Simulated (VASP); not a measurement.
Band structure of Sb (space group Pm-3m). All values below come from PBEsol GGA, VASP's PBE PAW potentials (set 64) (plane waves; VASP).

Unless said otherwise, spin-orbit coupling is left out, though it shifts the bands of the heavy elements here.

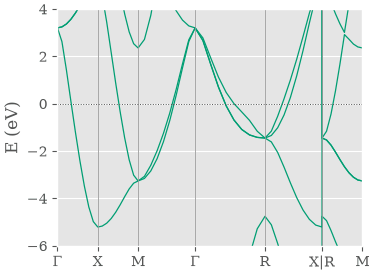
Figure. Bands along high-symmetry lines, zero at the valence-band maximum or, without a gap, the Fermi level

Task: Read the plot: is there a gap, and where are the band edges?

Result: It has no gap at this level: it comes out as a metal or semimetal.

The structure comes from a computed database's Sb entry (Pm-3m); how it stands against other phases isn't given here. The cell was not relaxed at this level.
